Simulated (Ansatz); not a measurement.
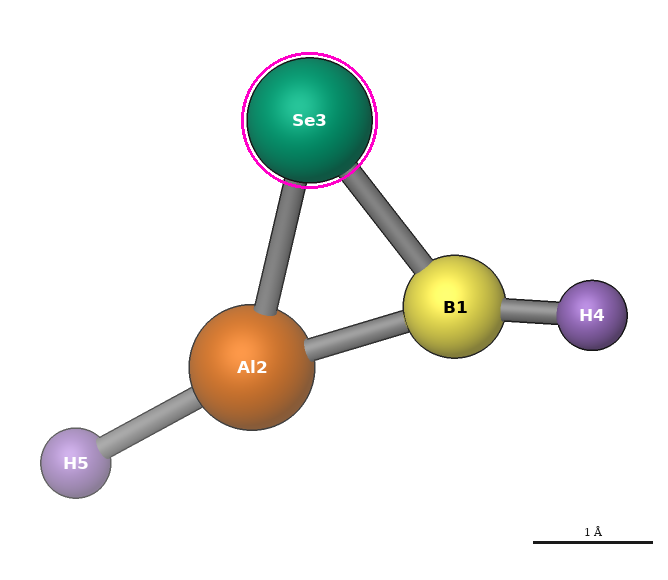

(Drawn from a calculation with Ansatz.)

Orthographic view. Atoms fade into the background with distance from the viewer. Geometry: atoms displaced at random (about 0.07 Å) from a stationary point of GFN2-xTB.

### Which atoms are bonded to the circled atom?

The circled atom is Se3; it is bonded to B1, Al2.

### Which atom is farthest from the viewer?

H5, 1.0 Å behind the mean position.

### Which two atoms are farthest apart in space?

H4 and H5, 4.79 Å.
